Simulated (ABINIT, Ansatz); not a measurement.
# YBiS3 (Pm-3m): zone-centre phonons, part 3 of 5

Aim: the zone-centre modes of YBiS3 (Pm-3m).

ABINIT 10.8.3; DFT PBEsol, scalar-relativistic, plane waves, PseudoDojo norm-conserving pseudopotentials.

So far. Step 6 (Self-consistent run for the response): The cell stands at -0.26 GPa: the relaxation ran with a smoothed and higher cutoff, and the difference is a stress of the finite basis. Step 7 (Zone-centre response): The acoustic modes at Γ come out as far as 0.9 cm⁻¹ from zero, where they should vanish, a small numerical error. The lowest optical mode is imaginary, 163i cm⁻¹, an instability at this level and on this k mesh. The relaxed cell has a = 5.098 Å (conventional setting).

The structure was built from a prototype and need not be the compound's stable phase.

**8. Zone-centre analysis**

anaddb reads the merged derivatives and imposes the acoustic sum rule.

Contents of anaddb.abi:

```
ddb_filepath "gamma_DDB"
output_file "anaddb.abo"
outdata_prefix "anaddb"
asr 1
chneut 1
enunit 2
eivec 1
nph1l 1
qph1l 0.0 0.0 0.0 1.0
```

Contents of mrgddb.in:

```
gamma_DDB
merged
2
dfpt_gammao_DDB
gso_DDB
```

Run with:

```
mrgddb < mrgddb.in > mrgddb.log
OMP_NUM_THREADS=1 anaddb anaddb.abi > anaddb.log
```

anaddb.abo, the main output file:

```text
-outvars_anaddb: echo values of input variables ----------------------

 Miscellaneous information :
      enunit         2
       eivec         1
         asr         1
 First list of wavevector (reduced coord.) :
       nph1l         1
       qph1l
                     0.00000000E+00  0.00000000E+00  0.00000000E+00    1.000E+00

================================================================================

 read the DDB information and perform some checks

  ==== Info on the Cryst% object ====
 Real(R)+Recip(G) space primitive vectors, cartesian coordinates (Bohr,Bohr^-1):
 R(1)=  9.6329114  0.0000000  0.0000000  G(1)=  0.1038108  0.0000000  0.0000000
 R(2)=  0.0000000  9.6329114  0.0000000  G(2)=  0.0000000  0.1038108  0.0000000
 R(3)=  0.0000000  0.0000000  9.6329114  G(3)=  0.0000000  0.0000000  0.1038108
 Unit cell volume ucvol=  8.9386657E+02 bohr^3
 Angles (23,13,12)=  9.00000000E+01  9.00000000E+01  9.00000000E+01 degrees
 Time-reversal symmetry is present
 Reduced atomic positions [iatom, xred, symbol]:
    1)    0.0000000  0.0000000  0.0000000  Bi
    2)    0.5000000  0.5000000  0.5000000   Y
    3)    0.5000000  0.5000000  0.0000000   S
    4)    0.5000000  0.0000000  0.5000000   S
    5)    0.0000000  0.5000000  0.5000000   S

 DDB file with 3 blocks has been read.

================================================================================

 Treat the first list of vectors

  Phonon wavevector (reduced coordinates) :  0.00000  0.00000  0.00000
 Phonon energies in Hartree :
  -7.418797E-04 -7.418797E-04 -7.418797E-04 -7.101724E-04 -7.101724E-04
  -7.101724E-04 -2.854324E-04 -2.854324E-04 -2.854324E-04  2.073384E-08
   2.084378E-08  2.117021E-08  1.874361E-03  1.874361E-03  1.874361E-03
 Phonon energies in meV     :
- -2.018758E+01 -2.018758E+01 -2.018758E+01 -1.932478E+01 -1.932478E+01
- -1.932478E+01 -7.767011E+00 -7.767011E+00 -7.767011E+00  5.641965E-04
-  5.671882E-04  5.760708E-04  5.100396E+01  5.100396E+01  5.100396E+01
 Phonon frequencies in cm-1    :
- -1.628238E+02 -1.628238E+02 -1.628238E+02 -1.558648E+02 -1.558648E+02
- -1.558648E+02 -6.264517E+01 -6.264517E+01 -6.264517E+01  4.550552E-03
-  4.574681E-03  4.646324E-03  4.113747E+02  4.113747E+02  4.113747E+02
 Phonon frequencies in Thz     :
- -4.881334E+00 -4.881334E+00 -4.881334E+00 -4.672710E+00 -4.672710E+00
- -4.672710E+00 -1.878055E+00 -1.878055E+00 -1.878055E+00  1.364221E-04
-  1.371455E-04  1.392933E-04  1.233270E+01  1.233270E+01  1.233270E+01
 Phonon energies in Kelvin  :
- -2.342671E+02 -2.342671E+02 -2.342671E+02 -2.242547E+02 -2.242547E+02
- -2.242547E+02 -9.013242E+01 -9.013242E+01 -9.013242E+01  6.547228E-03
-  6.581945E-03  6.685024E-03  5.918764E+02  5.918764E+02  5.918764E+02

 Eigendisplacements
 (will be given, for each mode : in cartesian coordinates
   for each atom the real part of the displacement vector,
   then the imaginary part of the displacement vector - absolute values smaller than 1.0d-7 are set to zero)
  Mode number    1   Energy   -7.418797E-04
 Attention : low frequency mode.
   (Could be unstable or acoustic mode)
-  1  0.00000000E+00  0.00000000E+00  6.66882968E-04
-     0.00000000E+00  0.00000000E+00  0.00000000E+00
-  2  0.00000000E+00  0.00000000E+00  3.59101175E-04
-     0.00000000E+00  0.00000000E+00  0.00000000E+00
-  3  0.00000000E+00  0.00000000E+00 -7.97006307E-05
-     0.00000000E+00  0.00000000E+00  0.00000000E+00
-  4  0.00000000E+00  0.00000000E+00 -2.63111560E-03
-     0.00000000E+00  0.00000000E+00  0.00000000E+00
-  5  0.00000000E+00  0.00000000E+00 -2.63111560E-03
-     0.00000000E+00  0.00000000E+00  0.00000000E+00
  Mode number    2   Energy   -7.418797E-04
 Attention : low frequency mode.
   (Could be unstable or acoustic mode)
-  1  0.00000000E+00  6.66882968E-04  0.00000000E+00
-     0.00000000E+00  0.00000000E+00  0.00000000E+00
-  2  0.00000000E+00  3.59101175E-04  0.00000000E+00
-     0.00000000E+00  0.00000000E+00  0.00000000E+00
-  3  0.00000000E+00 -2.63111560E-03  0.00000000E+00
-     0.00000000E+00  0.00000000E+00  0.00000000E+00
-  4  0.00000000E+00 -7.97006307E-05  0.00000000E+00
-     0.00000000E+00  0.00000000E+00  0.00000000E+00
-  5  0.00000000E+00 -2.63111560E-03  0.00000000E+00
-     0.00000000E+00  0.00000000E+00  0.00000000E+00
  Mode number    3   Energy   -7.418797E-04
 Attention : low frequency mode.
   (Could be unstable or acoustic mode)
-  1  6.66882968E-04  0.00000000E+00  0.00000000E+00
-     0.00000000E+00  0.00000000E+00  0.00000000E+00
-  2  3.59101175E-04  0.00000000E+00  0.00000000E+00
-     0.00000000E+00  0.00000000E+00  0.00000000E+00
-  3 -2.63111560E-03  0.00000000E+00  0.00000000E+00
-     0.00000000E+00  0.00000000E+00  0.00000000E+00
-  4 -2.63111560E-03  0.00000000E+00  0.00000000E+00
-     0.00000000E+00  0.00000000E+00  0.00000000E+00
-  5 -7.97006307E-05  0.00000000E+00  0.00000000E+00
-     0.00000000E+00  0.00000000E+00  0.00000000E+00
  Mode number    4   Energy   -7.101724E-04
 Attention : low frequency mode.
   (Could be unstable or acoustic mode)
-  1  0.00000000E+00  0.00000000E+00  0.00000000E+00
-     0.00000000E+00  0.00000000E+00  0.00000000E+00
-  2  0.00000000E+00  0.00000000E+00  0.00000000E+00
-     0.00000000E+00  0.00000000E+00  0.00000000E+00
-  3  0.00000000E+00  0.00000000E+00  0.00000000E+00
-     0.00000000E+00  0.00000000E+00  0.00000000E+00
-  4  0.00000000E+00  0.00000000E+00 -2.92470830E-03
-     0.00000000E+00  0.00000000E+00  0.00000000E+00
-  5  0.00000000E+00  0.00000000E+00  2.92470830E-03
-     0.00000000E+00  0.00000000E+00  0.00000000E+00
  Mode number    5   Energy   -7.101724E-04
 Attention : low frequency mode.
   (Could be unstable or acoustic mode)
-  1  0.00000000E+00  0.00000000E+00  0.00000000E+00
-     0.00000000E+00  0.00000000E+00  0.00000000E+00
-  2  0.00000000E+00  0.00000000E+00  0.00000000E+00
-     0.00000000E+00  0.00000000E+00  0.00000000E+00
-  3  0.00000000E+00  2.92470830E-03  0.00000000E+00
-     0.00000000E+00  0.00000000E+00  0.00000000E+00
-  4  0.00000000E+00  0.00000000E+00  0.00000000E+00
-     0.00000000E+00  0.00000000E+00  0.00000000E+00
-  5  0.00000000E+00 -2.92470830E-03  0.00000000E+00
-     0.00000000E+00  0.00000000E+00  0.00000000E+00
  Mode number    6   Energy   -7.101724E-04
 Attention : low frequency mode.
   (Could be unstable or acoustic mode)
-  1  0.00000000E+00  0.00000000E+00  0.00000000E+00
-     0.00000000E+00  0.00000000E+00  0.00000000E+00
-  2  0.00000000E+00  0.00000000E+00  0.00000000E+00
-     0.00000000E+00  0.00000000E+00  0.00000000E+00
-  3  2.92470830E-03  0.00000000E+00  0.00000000E+00
-     0.00000000E+00  0.00000000E+00  0.00000000E+00
-  4 -2.92470830E-03  0.00000000E+00  0.00000000E+00
-     0.00000000E+00  0.00000000E+00  0.00000000E+00
-  5  0.00000000E+00  0.00000000E+00  0.00000000E+00
-     0.00000000E+00  0.00000000E+00  0.00000000E+00
  Mode number    7   Energy   -2.854324E-04
 Attention : low frequency mode.
   (Could be unstable or acoustic mode)
-  1  0.00000000E+00  0.00000000E+00 -8.87868594E-04
-     0.00000000E+00  0.00000000E+00  0.00000000E+00
-  2  0.00000000E+00  0.00000000E+00  1.84949466E-03
-     0.00000000E+00  0.00000000E+00  0.00000000E+00
-  3  0.00000000E+00  0.00000000E+00  1.46874008E-03
-     0.00000000E+00  0.00000000E+00  0.00000000E+00
-  4  0.00000000E+00  0.00000000E+00 -4.05624233E-04
-     0.00000000E+00  0.00000000E+00  0.00000000E+00
-  5  0.00000000E+00  0.00000000E+00 -4.05624233E-04
-     0.00000000E+00  0.00000000E+00  0.00000000E+00
  Mode number    8   Energy   -2.854324E-04
 Attention : low frequency mode.
   (Could be unstable or acoustic mode)
-  1  0.00000000E+00  8.87868594E-04  0.00000000E+00
-     0.00000000E+00  0.00000000E+00  0.00000000E+00
-  2  0.00000000E+00 -1.84949466E-03  0.00000000E+00
-     0.00000000E+00  0.00000000E+00  0.00000000E+00
-  3  0.00000000E+00  4.05624233E-04  0.00000000E+00
-     0.00000000E+00  0.00000000E+00  0.00000000E+00
-  4  0.00000000E+00 -1.46874008E-03  0.00000000E+00
-     0.00000000E+00  0.00000000E+00  0.00000000E+00
-  5  0.00000000E+00  4.05624233E-04  0.00000000E+00
-     0.00000000E+00  0.00000000E+00  0.00000000E+00
  Mode number    9   Energy   -2.854324E-04
 Attention : low frequency mode.
   (Could be unstable or acoustic mode)
-  1  8.87868594E-04  0.00000000E+00  0.00000000E+00
-     0.00000000E+00  0.00000000E+00  0.00000000E+00
-  2 -1.84949467E-03  0.00000000E+00  0.00000000E+00
-     0.00000000E+00  0.00000000E+00  0.00000000E+00
-  3  4.05624234E-04  0.00000000E+00  0.00000000E+00
-     0.00000000E+00  0.00000000E+00  0.00000000E+00
-  4  4.05624234E-04  0.00000000E+00  0.00000000E+00
-     0.00000000E+00  0.00000000E+00  0.00000000E+00
-  5 -1.46874008E-03  0.00000000E+00  0.00000000E+00
-     0.00000000E+00  0.00000000E+00  0.00000000E+00
  Mode number   10   Energy    2.073384E-08
 Attention : low frequency mode.
   (Could be unstable or acoustic mode)
-  1  0.00000000E+00  0.00000000E+00 -1.17978705E-03
-     0.00000000E+00  0.00000000E+00  0.00000000E+00
-  2  0.00000000E+00  0.00000000E+00 -1.17998196E-03
-     0.00000000E+00  0.00000000E+00  0.00000000E+00
-  3  0.00000000E+00  0.00000000E+00 -1.17994383E-03
-     0.00000000E+00  0.00000000E+00  0.00000000E+00
-  4  0.00000000E+00  0.00000000E+00 -1.17980239E-03
-     0.00000000E+00  0.00000000E+00  0.00000000E+00
-  5  0.00000000E+00  0.00000000E+00 -1.17980239E-03
-     0.00000000E+00  0.00000000E+00  0.00000000E+00
  Mode number   11   Energy    2.084378E-08
 Attention : low frequency mode.
   (Could be unstable or acoustic mode)
-  1  0.00000000E+00  1.17978705E-03  0.00000000E+00
-     0.00000000E+00  0.00000000E+00  0.00000000E+00
-  2  0.00000000E+00  1.17998196E-03  0.00000000E+00
-     0.00000000E+00  0.00000000E+00  0.00000000E+00
-  3  0.00000000E+00  1.17980239E-03  0.00000000E+00
-     0.00000000E+00  0.00000000E+00  0.00000000E+00
-  4  0.00000000E+00  1.17994383E-03  0.00000000E+00
-     0.00000000E+00  0.00000000E+00  0.00000000E+00
-  5  0.00000000E+00  1.17980239E-03  0.00000000E+00
-     0.00000000E+00  0.00000000E+00  0.00000000E+00
  Mode number   12   Energy    2.117021E-08
 Attention : low frequency mode.
   (Could be unstable or acoustic mode)
-  1  1.17978705E-03  0.00000000E+00  0.00000000E+00
-     0.00000000E+00  0.00000000E+00  0.00000000E+00
-  2  1.17998196E-03  0.00000000E+00  0.00000000E+00
-     0.00000000E+00  0.00000000E+00  0.00000000E+00
-  3  1.17980239E-03  0.00000000E+00  0.00000000E+00
-     0.00000000E+00  0.00000000E+00  0.00000000E+00
-  4  1.17980239E-03  0.00000000E+00  0.00000000E+00
-     0.00000000E+00  0.00000000E+00  0.00000000E+00
-  5  1.17994383E-03  0.00000000E+00  0.00000000E+00
-     0.00000000E+00  0.00000000E+00  0.00000000E+00
  Mode number   13   Energy    1.874361E-03
-  1  0.00000000E+00  0.00000000E+00  9.47578441E-06
-     0.00000000E+00  0.00000000E+00  0.00000000E+00
-  2  0.00000000E+00  0.00000000E+00  1.10833433E-03
-     0.00000000E+00  0.00000000E+00  0.00000000E+00
-  3  0.00000000E+00  0.00000000E+00 -3.68130686E-03
-     0.00000000E+00  0.00000000E+00  0.00000000E+00
-  4  0.00000000E+00  0.00000000E+00  2.73284893E-04
-     0.00000000E+00  0.00000000E+00  0.00000000E+00
-  5  0.00000000E+00  0.00000000E+00  2.73284893E-04
-     0.00000000E+00  0.00000000E+00  0.00000000E+00
  Mode number   14   Energy    1.874361E-03
-  1  0.00000000E+00  9.47578440E-06  0.00000000E+00
-     0.00000000E+00  0.00000000E+00  0.00000000E+00
-  2  0.00000000E+00  1.10833433E-03  0.00000000E+00
-     0.00000000E+00  0.00000000E+00  0.00000000E+00
-  3  0.00000000E+00  2.73284893E-04  0.00000000E+00
-     0.00000000E+00  0.00000000E+00  0.00000000E+00
-  4  0.00000000E+00 -3.68130686E-03  0.00000000E+00
-     0.00000000E+00  0.00000000E+00  0.00000000E+00
-  5  0.00000000E+00  2.73284893E-04  0.00000000E+00
-     0.00000000E+00  0.00000000E+00  0.00000000E+00
  Mode number   15   Energy    1.874361E-03
-  1  9.47578440E-06  0.00000000E+00  0.00000000E+00
-     0.00000000E+00  0.00000000E+00  0.00000000E+00
-  2  1.10833433E-03  0.00000000E+00  0.00000000E+00
-     0.00000000E+00  0.00000000E+00  0.00000000E+00
-  3  2.73284893E-04  0.00000000E+00  0.00000000E+00
-     0.00000000E+00  0.00000000E+00  0.00000000E+00
-  4  2.73284893E-04  0.00000000E+00  0.00000000E+00
-     0.00000000E+00  0.00000000E+00  0.00000000E+00
-  5 -3.68130686E-03  0.00000000E+00  0.00000000E+00
-     0.00000000E+00  0.00000000E+00  0.00000000E+00

 Analysis of degeneracies and characters (maximum tolerance=1.00E-06 a.u.)
 For each vibration mode, or group of modes if degenerate,
 the characters are given for each symmetry operation (see the list in the log file).
 Symmetry characters of vibration mode #   1
       degenerate with vibration modes #   2 to    3
  3.0 -3.0 -1.0  1.0 -1.0  1.0 -1.0  1.0  1.0 -1.0 -1.0  1.0  1.0 -1.0 -1.0  1.0
 -0.0  0.0  0.0 -0.0 -0.0  0.0  0.0 -0.0  1.0 -1.0 -1.0  1.0 -1.0  1.0  1.0 -1.0
 -0.0  0.0 -0.0  0.0  0.0 -0.0  0.0 -0.0  1.0 -1.0  1.0 -1.0 -1.0  1.0 -1.0  1.0
 Symmetry characters of vibration mode #   4
       degenerate with vibration modes #   5 to    6
  3.0 -3.0 -1.0  1.0 -1.0  1.0 -1.0  1.0 -1.0  1.0  1.0 -1.0 -1.0  1.0  1.0 -1.0
  0.0 -0.0 -0.0  0.0 -0.0  0.0 -0.0  0.0 -1.0  1.0  1.0 -1.0  1.0 -1.0 -1.0  1.0
  0.0 -0.0 -0.0  0.0 -0.0  0.0 -0.0  0.0 -1.0  1.0 -1.0  1.0  1.0 -1.0  1.0 -1.0
 Symmetry characters of vibration mode #   7
       degenerate with vibration modes #   8 to    9
  3.0 -3.0 -1.0  1.0 -1.0  1.0 -1.0  1.0  1.0 -1.0 -1.0  1.0  1.0 -1.0 -1.0  1.0
  0.0 -0.0  0.0 -0.0 -0.0  0.0 -0.0  0.0  1.0 -1.0 -1.0  1.0 -1.0  1.0  1.0 -1.0
  0.0 -0.0 -0.0  0.0 -0.0  0.0  0.0 -0.0  1.0 -1.0  1.0 -1.0 -1.0  1.0 -1.0  1.0
 Symmetry characters of vibration mode #  10
       degenerate with vibration modes #  11 to   12
  3.0 -3.0 -1.0  1.0 -1.0  1.0 -1.0  1.0  1.0 -1.0 -1.0  1.0  1.0 -1.0 -1.0  1.0
 -0.0  0.0 -0.0  0.0  0.0 -0.0  0.0 -0.0  1.0 -1.0 -1.0  1.0 -1.0  1.0  1.0 -1.0
 -0.0  0.0  0.0 -0.0  0.0 -0.0 -0.0  0.0  1.0 -1.0  1.0 -1.0 -1.0  1.0 -1.0  1.0
 Symmetry characters of vibration mode #  13
       degenerate with vibration modes #  14 to   15
  3.0 -3.0 -1.0  1.0 -1.0  1.0 -1.0  1.0  1.0 -1.0 -1.0  1.0  1.0 -1.0 -1.0  1.0
  0.0 -0.0 -0.0  0.0 -0.0  0.0  0.0 -0.0  1.0 -1.0 -1.0  1.0 -1.0  1.0  1.0 -1.0
  0.0 -0.0 -0.0  0.0  0.0 -0.0 -0.0  0.0  1.0 -1.0  1.0 -1.0 -1.0  1.0 -1.0  1.0
-
```

It took 0.49 s on 1 thread of Arm Neoverse V1, shared host.

Read from the output:

```
lowest optical zone-centre mode : -162.8 cm⁻¹
```

No LO-TO term; unit eigenvectors of the mass-weighted matrix, from anaddb's displacements. The modes at Γ (shares of kinetic energy by element, %) (negative means imaginary):

```csv
mode,frequency (cm⁻¹),symmetry,Bi %,Y %,S %
1,-162.8,T1u,17,2,81
2,-162.8,T1u,17,2,81
3,-162.8,T1u,17,2,81
4,-155.9,T2u,0,0,100
5,-155.9,T2u,0,0,100
6,-155.9,T2u,0,0,100
7,-62.6,T1u,30,55,15
8,-62.6,T1u,30,55,15
9,-62.6,T1u,30,55,15
10,0.0,acoustic,53,23,24
11,0.0,acoustic,53,23,24
12,0.0,acoustic,53,23,24
13,411.4,T1u,0,20,80
14,411.4,T1u,0,20,80
15,411.4,T1u,0,20,80
```

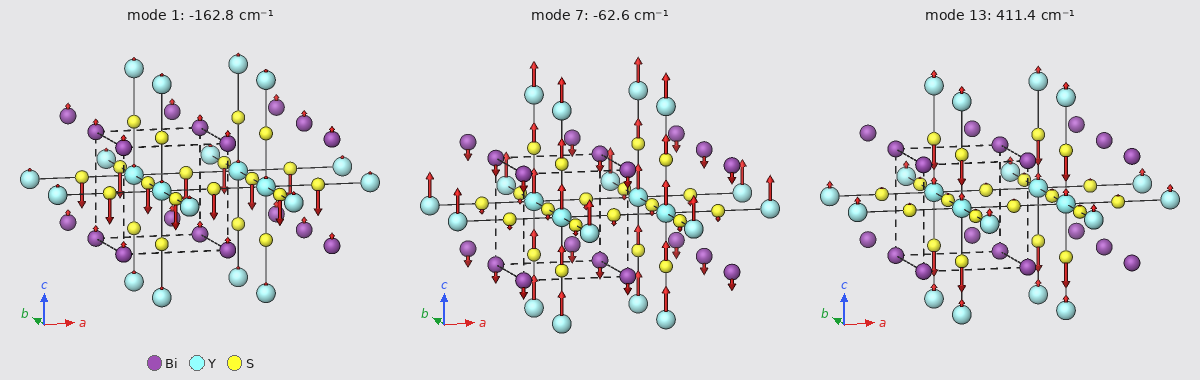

Displacement patterns of modes 1, 7 and 13 at Γ; arrows are exaggerated. 2×2×1 cells are drawn. Some periodic images of atoms are drawn too.

The rule moves no optical mode by more than 0.1 cm⁻¹.

[end of part 3 of 5]

[Host names and launcher messages were left out of these logs when they were recorded.]

[Logs are printed without paths, hosts, clocks, repeated set-up lines and the standing remarks that a program may print on its own settings, such as how far it seeks lower states.]

[Hosts, paths, dates, database ids (printed as entryN), source tags and the programs' standing remarks are cut or masked in the printed files.]
